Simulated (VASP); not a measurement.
Consider the following.

```
GaInN2
1.0
    0.00000     2.36805     2.36805
    2.36805     0.00000     2.36805
    9.53285     9.53285    -0.06063
In N Ga
2 4 2
Direct
  0.01448   0.01448   0.98914
  0.98801   0.98801   0.25899
  0.24586   0.24586   0.06561
  0.22089   0.22089   0.33433
  0.24996   0.24996   0.56253
  0.27633   0.27633   0.79275
  0.98926   0.98926   0.50806
  0.01521   0.01521   0.73859
```

Level of theory: PBEsol GGA, VASP's PBE PAW potentials (set 64) (plane waves; VASP). Settings: 520 eV cut-off, 9×9×3 Γ-centred mesh, tetrahedra with Blöchl corrections, potentials In_d N Ga_d.

Unless said otherwise, spin-orbit coupling is left out, though it shifts the bands of the heavy elements here.

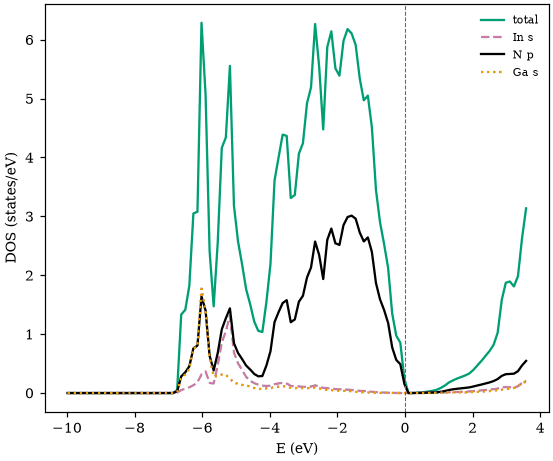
*Total and projected density of states, zero at the valence-band maximum*

Within 2 eV below the valence-band maximum the largest weight inside VASP's projection spheres is N p.

The gap is direct, 0.09 eV, from the valence maximum at Γ to the conduction minimum at Γ.

The structure was generated: Ga2In2N4 was put into an ordered model structure (R3m), which need not be its known phase. It was relaxed first.
